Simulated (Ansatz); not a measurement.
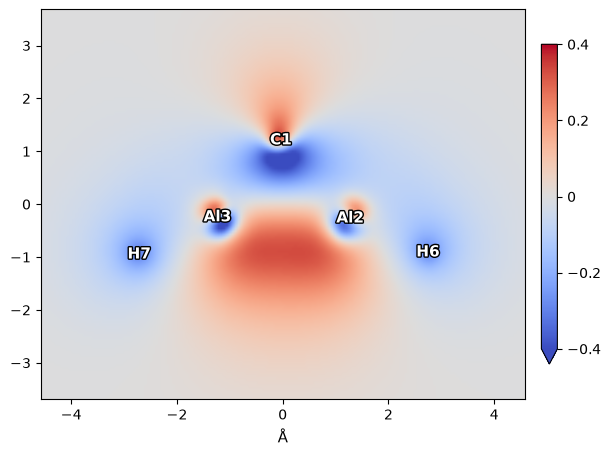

The picture shows: CH₄Al₂. The HOMO on the plane of atoms C1, Al2 and Al3 (values in Å⁻³ᐟ²; the overall sign is arbitrary).

The calculation used SCF B97M-V, Gaussian basis in Ansatz.

The calculation's input:

```
crystal:
  periodic: [false, false, false]
  atoms:
    - { symbol: C, position_ang: [-0.6027, -0.0059, -0.6023] }
    - { symbol: Al, position_ang: [-0.1189, 0.8584, 1.1071] }
    - { symbol: Al, position_ang: [0.9972, -0.9375, -0.2462] }
    - { symbol: H, position_ang: [-1.4939, -0.5726, -0.5649] }
    - { symbol: H, position_ang: [-0.5962, 0.7151, -1.5042] }
    - { symbol: H, position_ang: [-0.3122, 1.8882, 2.327] }
    - { symbol: H, position_ang: [2.1879, -2.0136, -0.5623] }
basis:
  gaussian:
    orbitals: cc-pVTZ
hamiltonian:
  xc:
    name: B97M-V
output:
  orbitals: {}
```

Command:

```sh
python ch4al2.py
```

Q: What is the character of this orbital?

A: Its weight (Hirshfeld) is mainly on Al2 (about 40 %), Al3 (about 35 %) and C1 (about 15 %). Its energy is −3.96 eV.
